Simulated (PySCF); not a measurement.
In(H)2(nPr), SMILES [InH2][CH2]CC (C3H9In) at its CAM-B3LYP/def2-SVP optimised geometry (Å):

```
13

In     0.0285    -1.9094     0.0000
H     -0.8208    -3.4218    -0.0021
H      1.7639    -1.9094     0.0000
C     -1.0749    -0.0361     0.0000
C     -0.2408     1.2448     0.0277
C     -1.0867     2.5151     0.0197
H     -1.7639    -0.0686     0.8621
H     -1.7300    -0.0520    -0.8889
H      0.4104     1.2504     0.9185
H      0.4478     1.2640    -0.8343
H     -1.7187     2.5648    -0.8814
H     -0.4621     3.4218     0.0410
H     -1.7577     2.5499     0.8930
```

Method: PySCF with CAM-B3LYP/def2-TZVP, def2 effective core potentials past Kr. The core electrons that the potentials of In replace are not part of the density. Cells within 0.4 Å of a nucleus heavier than hydrogen are left out (blank, or x).

Map of the HOMO amplitude (bohr^(-3/2)), clipped to [-0.25, 0.25] on the plane z = 0.0 Å; orbital energy -8.41 eV, overall sign arbitrary:

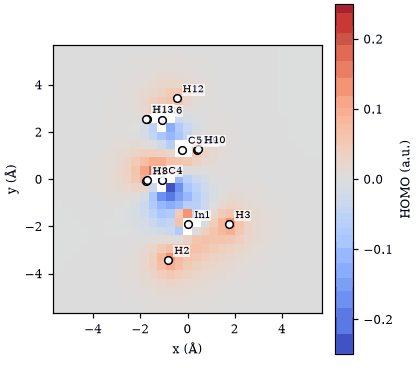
Fig. 1. HOMO amplitude (bohr^(-3/2)), clipped to [-0.25, 0.25] on the plane z = 0.0 Å.
